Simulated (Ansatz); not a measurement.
## Run report: CH4O2Si, geometry relaxation (part 2 of 2)

The same run, continued: CH4O2Si, SMILES O=CO[SiH3]; RKS PBE/def2-SVP (Ansatz 0.2.0). It belongs to a series of runs on one base structure; here: end point A relaxed.

Geometry of the input (Å):
```
O  1.5031  -0.2613  1.3767
C  1.4483  0.3055  0.2621
O  0.3877  0.4097  -0.6144
Si -1.0074  -0.1925  -0.2752
H  2.3390  0.7822  -0.2016
H  -1.9701  0.0947  -1.4279
H  -0.9871  -1.6725  -0.0915
H  -1.6213  0.4771  0.9161
```

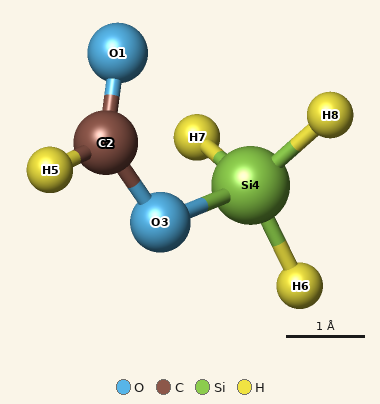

Figure 1. The geometry at step 6 of the log (ball-and-stick view, seen at a tilt; atoms are numbered from 1 in the order of the input).

**Trajectory as extended XYZ (Å, eV, eV/Å), 11 frames, from step=1 to step=11**
```
8
Properties=species:S:1:pos:R:3:forces:R:3 step=1 energy=-13057.76979
O     1.5031   -0.2613    1.3767   -1.0118   1.4868  -3.2111
C     1.4483    0.3055    0.2621    0.8103  -1.1715   2.0246
O     0.3877    0.4097   -0.6144    5.8321   1.8601  -0.1053
Si   -1.0074   -0.1925   -0.2752   -6.4504  -2.1518   0.9113
H     2.3390    0.7822   -0.2016    0.1021   0.1783  -0.0430
H    -1.9701    0.0947   -1.4279    0.4961  -0.0166   0.1849
H    -0.9871   -1.6725   -0.0915    0.1442  -0.1752   0.0712
H    -1.6213    0.4771    0.9161    0.0774  -0.0100   0.1675
8
Properties=species:S:1:pos:R:3:forces:R:3 step=2 energy=-13058.20301
O     1.4543   -0.2398    1.3318   -0.2069  -0.0387  -1.0233
C     1.4819    0.2596    0.2211   -0.0891   0.8061   0.9082
O     0.4151    0.3900   -0.6244    3.2902   0.7969  -0.4046
Si   -1.0530   -0.1962   -0.2666   -3.2304  -1.2420   0.6885
H     2.3594    0.8435   -0.1667   -0.0299  -0.3476  -0.2343
H    -1.9325    0.1061   -1.4554    0.1936   0.0363   0.1248
H    -1.0179   -1.6807   -0.0594    0.0440  -0.0449  -0.0113
H    -1.6151    0.4604    0.9638    0.0285   0.0340  -0.0480
8
Properties=species:S:1:pos:R:3:forces:R:3 step=3 energy=-13058.32473
O     1.4350   -0.2503    1.2823    0.0381  -0.0361   1.1236
C     1.4752    0.3706    0.2559    0.5997  -0.6954  -1.3951
O     0.4303    0.4371   -0.6035    0.7338   0.8083  -0.3141
Si   -1.1106   -0.2161   -0.2535   -0.2655  -0.3520   0.4829
H     2.4568    0.7700   -0.2059   -1.0428   0.1233   0.3451
H    -1.9036    0.1058   -1.4770   -0.0404   0.0339   0.0030
H    -1.0232   -1.7058   -0.0418   -0.0017   0.1160  -0.0836
H    -1.6677    0.4315    0.9877   -0.0211   0.0020  -0.1618
8
Properties=species:S:1:pos:R:3:forces:R:3 step=4 energy=-13058.35531
O     1.3748   -0.1753    1.3009   -0.0090  -0.2179   0.5728
C     1.4629    0.3348    0.2116   -0.1333   0.0767  -0.7381
O     0.4319    0.4631   -0.6496    0.5251  -0.0477   0.4001
Si   -1.0828   -0.2461   -0.1778   -0.1650   0.2729  -0.5399
H     2.4015    0.7288   -0.2517    0.0747   0.1048   0.1009
H    -1.7556    0.1743   -1.4383   -0.4912  -0.1641  -0.0080
H    -1.0223   -1.7335   -0.0602    0.1173  -0.0579   0.0776
H    -1.7181    0.3969    1.0094    0.0814   0.0332   0.1346
8
Properties=species:S:1:pos:R:3:forces:R:3 step=5 energy=-13058.43149
O     1.3263   -0.2554    1.2941    0.0310   0.2145  -0.4409
C     1.4491    0.3058    0.2172    0.1894  -0.2177   0.6320
O     0.4692    0.4679   -0.6719   -0.3967   0.0258  -0.2744
Si   -1.0827   -0.2117   -0.2398    0.0882   0.0093   0.0239
H     2.3964    0.7595   -0.1620    0.1365   0.0190   0.0266
H    -1.9399    0.0973   -1.4301    0.0655   0.0040   0.0322
H    -0.9218   -1.6850   -0.0513   -0.0714  -0.0594  -0.0063
H    -1.6044    0.4645    0.9881   -0.0425   0.0045   0.0068
8
Properties=species:S:1:pos:R:3:forces:R:3 step=6 energy=-13058.43226
O     1.2805   -0.2596    1.2746    0.1785   0.1668  -0.2460
C     1.4507    0.3107    0.2114   -0.3713  -0.1683   0.1905
O     0.4789    0.4718   -0.7077    0.0480  -0.0163   0.0715
Si   -1.0612   -0.2129   -0.2365   -0.0555   0.0309  -0.0628
H     2.4079    0.7692   -0.1316    0.1164   0.0203  -0.0046
H    -1.9505    0.0857   -1.4050    0.0857   0.0323  -0.0167
H    -0.9336   -1.6861   -0.0491    0.0113  -0.1142   0.0046
H    -1.5805    0.4641    0.9882   -0.0130   0.0486   0.0635
8
Properties=species:S:1:pos:R:3:forces:R:3 step=7 energy=-13058.43360
O     1.3015   -0.1993    1.3031   -0.0349  -0.1493   0.2091
C     1.4485    0.3182    0.2182    0.0654   0.0988  -0.1472
O     0.4661    0.4905   -0.6807   -0.1239  -0.1277  -0.0450
Si   -1.0713   -0.2177   -0.2362   -0.0078   0.0988   0.0402
H     2.4195    0.7084   -0.1720    0.0763   0.0852  -0.0235
H    -1.9353    0.1054   -1.4131    0.0207   0.0018  -0.0355
H    -0.9261   -1.6985   -0.0725    0.0137  -0.0009  -0.0027
H    -1.6106    0.4359    0.9977   -0.0096  -0.0066   0.0046
8
Properties=species:S:1:pos:R:3:forces:R:3 step=8 energy=-13058.43928
O     1.3416   -0.2335    1.2969    0.0172  -0.0062   0.0144
C     1.4606    0.3138    0.2209   -0.0139   0.0138  -0.0394
O     0.4667    0.4531   -0.6748    0.0175   0.0114  -0.0172
Si   -1.0806   -0.2198   -0.2368   -0.0075  -0.0117   0.0242
H     2.4077    0.7714   -0.1664   -0.0136  -0.0112   0.0281
H    -1.9224    0.1093   -1.4283    0.0003   0.0015  -0.0074
H    -0.9670   -1.7023   -0.0583   -0.0024  -0.0001  -0.0007
H    -1.6143    0.4508    0.9912    0.0024   0.0026  -0.0020
8
Properties=species:S:1:pos:R:3:forces:R:3 step=9 energy=-13058.43943
O     1.3391   -0.2388    1.2932    0.0117   0.0050  -0.0006
C     1.4595    0.3138    0.2197   -0.0269  -0.0054  -0.0211
O     0.4677    0.4537   -0.6783    0.0018   0.0010   0.0047
Si   -1.0798   -0.2202   -0.2360    0.0088   0.0010   0.0020
H     2.4064    0.7752   -0.1614    0.0015  -0.0020   0.0141
H    -1.9228    0.1072   -1.4279    0.0034   0.0009   0.0000
H    -0.9673   -1.7023   -0.0560   -0.0009  -0.0022   0.0006
H    -1.6105    0.4541    0.9910    0.0006   0.0016   0.0002
8
Properties=species:S:1:pos:R:3:forces:R:3 step=10 energy=-13058.43946
O     1.3379   -0.2404    1.2912    0.0000   0.0070  -0.0191
C     1.4581    0.3136    0.2180    0.0040  -0.0078   0.0281
O     0.4674    0.4534   -0.6800    0.0028   0.0020  -0.0067
Si   -1.0791   -0.2207   -0.2356   -0.0054  -0.0032   0.0019
H     2.4057    0.7773   -0.1581   -0.0017  -0.0001  -0.0039
H    -1.9217    0.1070   -1.4275   -0.0005  -0.0003   0.0001
H    -0.9682   -1.7030   -0.0548    0.0009   0.0027   0.0000
H    -1.6079    0.4556    0.9912    0.0000  -0.0003  -0.0004
8
Properties=species:S:1:pos:R:3:forces:R:3 step=11 energy=-13058.43947
O     1.3375   -0.2410    1.2910   -0.0001  -0.0008   0.0021
C     1.4580    0.3136    0.2184    0.0008   0.0014  -0.0051
O     0.4676    0.4537   -0.6802    0.0007   0.0003   0.0018
Si   -1.0790   -0.2205   -0.2356   -0.0012   0.0004  -0.0013
H     2.4055    0.7772   -0.1583    0.0000  -0.0004   0.0015
H    -1.9220    0.1067   -1.4274   -0.0001  -0.0001   0.0001
H    -0.9674   -1.7026   -0.0547    0.0000  -0.0007   0.0006
H    -1.6079    0.4558    0.9911   -0.0002   0.0000   0.0003
```

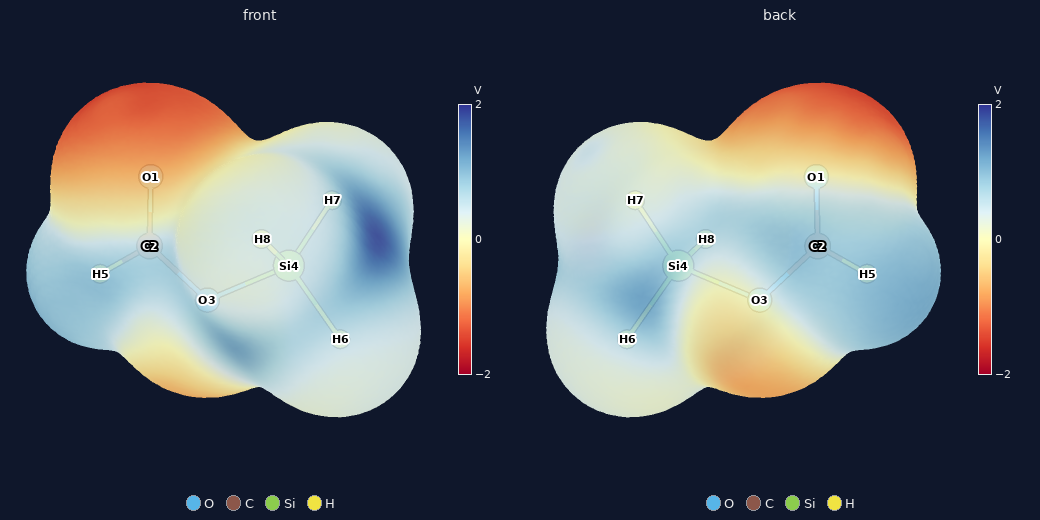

Figure 2. The electrostatic potential painted on the density surface at 0.002 e/bohr³, seen at a tilt and from behind; the colour scale runs from red (negative) to blue (positive).

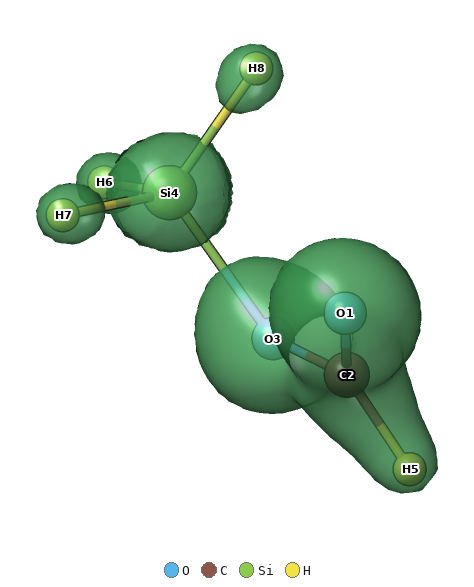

Figure 3. Isosurface of the total electron density at 1 e/Å³ (green), seen at an oblique angle. At this value the surface falls into five separate pieces. It is pinched off along the Si–O (1.74 Å) contacts. On the grid the lowest density along these lines, outside the cores, is 2.7 e/Å³ (C–O, 1.21 Å), 0.71 e/Å³ (Si–O, 1.74 Å), 1.8 e/Å³ (C–H, 1.12 Å) and 2 e/Å³ (C–O, 1.34 Å).

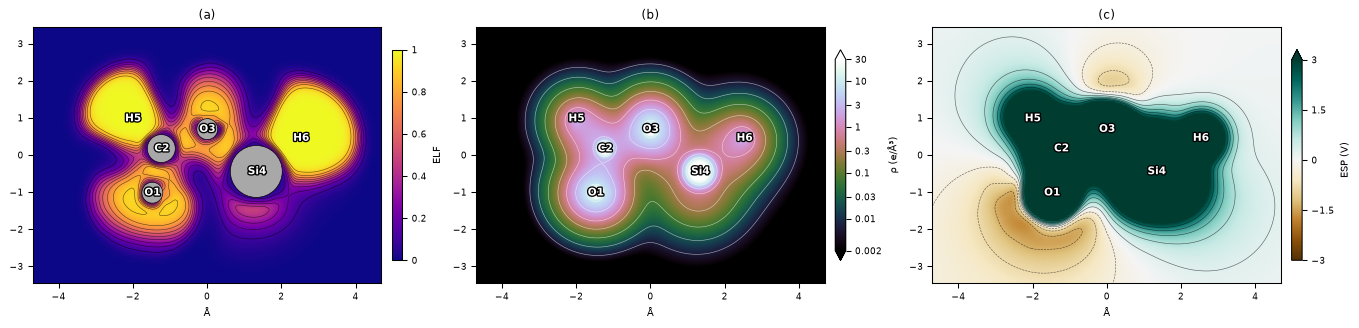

Figure 4. (a) electron localisation function; (b) electron density; (c) molecular electrostatic potential on the plane of atoms O1, C2 and O3. Grey discs, where drawn, cover atomic cores. Atoms in the plane: O, C, Si and H. C–O (1.21 Å): ρ at the midpoint is about 3.3 e/Å³; the ELF peaks at about 0.90 between the atoms (a multiple bond by its length, whose ELF region spreads away from the axis). Si–O (1.74 Å): ρ at the midpoint is about 0.91 e/Å³; the ELF peaks at about 0.90 between the atoms, which marks a polar covalent bond. C–O (1.34 Å): ρ is about 2.4 e/Å³ halfway, with its minimum of 2 e/Å³ about 0.5 Å from C; the ELF peaks at about 0.90 between the atoms, which marks a polar covalent bond. Si–H (1.50 Å): ρ is about 0.77 e/Å³ halfway; the ELF climbs to about 1 towards the hydrogen.

**Key numbers**

```tsv
quantity	value
outcome	converged
total energy	−13058.4395 eV
mean-field energy	−13058.4395 eV
largest force (length of the vector) at the end	0.005 eV/Å
wall time	27 s
peak memory	0.13 GiB
```
